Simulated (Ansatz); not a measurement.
# CH₃ClFSTa: trial inputs and their diagnosis

3 inputs were typed for CH₃ClFSTa. Each is run as it stands; the log then has to tell whether the result can be used.

Method: the settings change from run to run; program: Ansatz 0.2.0, Gaussian basis.

## Step 1: The molecule

The structure was relaxed beforehand with PBE0-D4 in a triple-zeta def2 set. Ta takes a core potential in def2 sets; no spin-orbit term is included.

SMILES `[CH3][Ta]([F])(=[S])[Cl]`, 8 atoms, charge 0, spin multiplicity 1.

Atoms are counted from 1 here; the program's logs count them from 0.

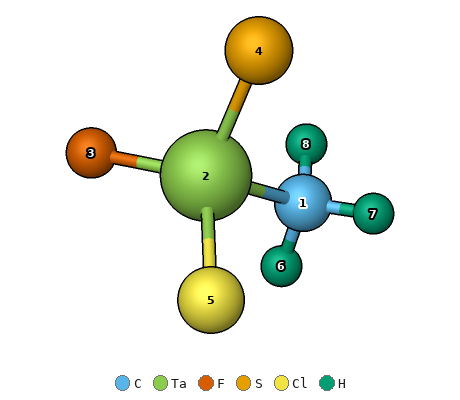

The structure; carbon blue, tantalum green, fluorine orange, sulfur amber, chlorine yellow, hydrogen teal; atoms are numbered from 1 in the order of the file.

## Step 2: Try 1

The input, in.yaml:

```yaml
crystal:
  periodic: [true, true, true]
  atoms:
    - {symbol: C, position_ang: [-0.640862, 0.711233, 0.492302]}
    - {symbol: Ta, position_ang: [0.512490, -0.643783, -0.505275]}
    - {symbol: F, position_ang: [-0.521425, -1.341595, -1.783440]}
    - {symbol: S, position_ang: [0.961431, -2.057835, 0.925544]}
    - {symbol: Cl, position_ang: [2.311849, 0.408075, -1.188660]}
    - {symbol: H, position_ang: [-0.924243, 1.478990, -0.170667]}
    - {symbol: H, position_ang: [-0.106223, 1.130938, 1.293400]}
    - {symbol: H, position_ang: [-1.504505, 0.259065, 0.883231]}
basis:
  gaussian: {orbitals: ANO-RCC-VTZP}
magnetization: {spin_polarized: true, initial_magnetization: 0}
hamiltonian: {xc: {name: r2SCAN}}
correlation: {method: rpa}
```

Launch:

```sh
$ ansatz run in.yaml --threads 4 --pin off --events-out ev --progress --plain --max-ram 10444MiB
```

Log:

```text
Error: YAML parse error: error: line 2 column 3: crystal: missing field `lattice` (a structure is typed as `lattice` and `atoms`, a molecule's as `atoms` in Å alone, or read from a run's directory, `checkpoint`)
 --> <input>:2:3
  |
1 | crystal:
2 |   periodic: [true, true, true]
  |   ^ crystal: missing field `lattice` (a structure is typed as `lattice` and `atoms`, a molecule's as `atoms` in Å alone, or read from a run's directory, `checkpoint`)
3 |   atoms:
4 |     - {symbol: C, position_ang: [-0.640862, 0.711233, 0.492302]}
  |
```

It took 0.05 s on 4 threads of AMD EPYC 9R45, shared host.

**Diagnosis.** The program refused the input. The molecule is marked periodic without a cell. Its coordinates are also moved off the relaxed structure. Cure: set periodic to false, or give a lattice.

## Step 3: Try 2

The input, in.yaml:

```yaml
crystal:
  periodic: [false, false, false]
  atoms:
    - {symbol: C, position_ang: [-0.614159, 0.681598, 0.471789]}
    - {symbol: Ta, position_ang: [0.491136, -0.616958, -0.484222]}
    - {symbol: F, position_ang: [-0.499699, -1.285696, -1.709130]}
    - {symbol: S, position_ang: [0.921371, -1.972092, 0.886979]}
    - {symbol: Cl, position_ang: [2.215522, 0.391072, -1.139133]}
    - {symbol: H, position_ang: [-0.885733, 1.417365, -0.163556]}
    - {symbol: H, position_ang: [-0.101797, 1.083816, 1.239508]}
    - {symbol: H, position_ang: [-1.441818, 0.248271, 0.846430]}
basis:
  gaussian: {orbitals: def2-SVPD}
hamiltonian: {xc: {name: HF}}
correlation: {active_space: {window: {electrons: 3, orbitals: 2}}}
```

Same command.

Log:

```text
Functional definition: HF
  name "HF"
  cite "Fock, Z. Phys. 61, 126 (1930) doi:10.1007/BF01340294"
  parent pbe
  exchange = exact_x
  correlation = 0
1470 factors; integrals over basis functions are off by at most 8.4e-4 eV
mean field evaluation 1: about -28627.2838 eV, gradient 4.3e1 eV
mean field evaluation 2: about -28627.2953 eV, gradient 4.3e1 eV
mean field evaluation 4: about -28631.3751 eV, gradient 5.3e0 eV
mean field evaluation 8: about -28631.4682 eV, gradient 5.1e-1 eV
mean field -28631.46956487 eV, -1052.1870994017 hartree, gradient 3.8e-6 eV, S^2 0.000000; 0 other end points of the search recorded, 0 dependent functions left out
reference -28631.46956487 eV, -1052.1870994017 hartree; 32, 32 occupied and 124, 124 virtual orbitals, 1470 factors
Error: 3 electrons in 2 orbitals form no window around the highest filled level of the reference
```

It took 0.9 s on 4 threads of AMD EPYC 9R45, shared host; peak memory 0.42 GiB.

**Diagnosis.** It ended in an error. The active space doesn't fit the electrons. Its coordinates are also moved off the relaxed structure. Fix: choose a window whose electrons and orbitals fit the reference.

## Step 4: Try 3

The input, in.yaml:

```yaml
crystal:
  periodic: [false, false, false]
  atoms:
    - {symbol: C, position_ang: [-0.667564, 0.740868, 0.512814]}
    - {symbol: Ta, position_ang: [0.533844, -0.670607, -0.526328]}
    - {symbol: F, position_ang: [-0.543151, -1.397495, -1.857750]}
    - {symbol: S, position_ang: [1.001491, -2.143578, 0.964108]}
    - {symbol: Cl, position_ang: [2.408176, 0.425078, -1.238188]}
    - {symbol: H, position_ang: [-0.962753, 1.540615, -0.177779]}
    - {symbol: H, position_ang: [-0.110649, 1.178061, 1.347291]}
    - {symbol: H, position_ang: [-1.567193, 0.269860, 0.920033]}
basis:
  gaussian: {orbitals: def2-TZVPP, nuclear_model: gaussian}
total_charge: -2
hamiltonian: {xc: {name: BHLYP}, dispersion: d3bj}
scf: {lower_state_search: full}
```

The command is unchanged.

Log, cut to the lines that bear on the results:

```text
Functional definition: BHLYP
  name "BHLYP"
  cite "Becke, J. Chem. Phys. 98, 1372 (1993) doi:10.1063/1.464304"
  cite "Becke, Phys. Rev. A 38, 3098 (1988) doi:10.1103/PhysRevA.38.3098"
  cite "Lee, Yang & Parr, Phys. Rev. B 37, 785 (1988) doi:10.1103/PhysRevB.37.785"
[...]
1710 factors; their error is unknown
[...]
mean field -28710.34670031 eV, -1055.0857806643 hartree, gradient 1.1e-5 eV, S^2 0.000000; 12 other end points of the search recorded, 0 dependent functions left out
reference -28710.34688946 eV, -1055.0857876156 hartree; 33, 33 occupied and 211, 211 virtual orbitals, 1710 factors
Total energy: -28710.74339583 eV, -1055.1003589557 hartree
```

Wall time 19 s (4 threads of AMD EPYC 9R45, shared host); peak memory 1.2 GiB.

What is wrong: The run converged, but a converged run isn't a right one. The charge is far from anything that the molecule holds. It asks for charge -2; the species has 0. Its energy belongs to another ion. Cure: type the charge that the molecule really has.

## Step 5: Summary

| try | level | ended | cause | time |
| --- | --- | --- | --- | --- |
| 1 | RPA/ANO-RCC-VTZP | refused | the molecule is marked periodic without a cell | 0.05 s |
| 2 | HF/def2-SVPD | stopped by an error | the active space doesn't fit the electrons | 0.9 s |
| 3 | BHLYP/def2-TZVPP | converged | the charge is far from anything that the molecule holds | 19 s |

In words: 1 refused, 1 stopped by an error, 1 converged. A refusal costs next to no computing time. The dangerous case is the input that converges on a wrong geometry, charge, spin, basis or grid: often only a look at the input shows it.
